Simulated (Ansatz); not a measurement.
Starting cell, ZnO (wurtzite):

```
ZnO
1.0
    3.27960     0.00000     0.00000
   -1.63980     2.84021     0.00000
    0.00000     0.00000     5.29330
Zn O
2 2
Cartesian
  1.63980   0.94674   0.01140
  0.00000   1.89348   2.65805
  1.63980   0.94674   3.29798
  0.00000   1.89348   0.65133
```

Scan: atom 3 (O, nearest neighbour Zn at 1.999 Å; its periodic images, 3.3 Å or more away, move with it) is displaced along Cartesian [111], direction (0.577, 0.577, 0.577) in Cartesian axes, by s. The other atoms stay.

All values below come from PBE (plane waves to 420 eV, PAW, scalar-relativistic; Ansatz, an electronic-structure program). k mesh 9×9×5 (Γ-centred), Fermi-Dirac smearing 0.05 eV. Energies are smeared free energies. ZnO was relaxed with its symmetry unable to fall. The zero of ΔE is the undisplaced structure.

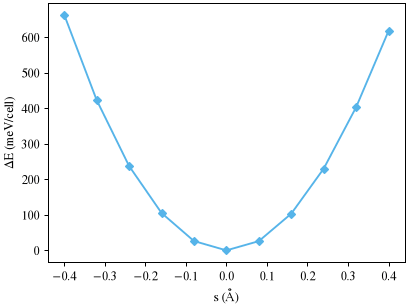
ΔE (meV/cell) against s (Å); markers are the computed points, lines only join them.

Question: Is the energy the same for displacements of ±0.400 Å, and if not, which side lies higher?

Answer: Not even: the negative side lies higher at ±0.400 Å.

Question: What is the energy change at s = 0.400 Å?

Answer: About 620 meV/cell.

(For displaced atoms, the force is minus the slope of the energy, and its curvature is a force constant, which sets phonon frequencies.)
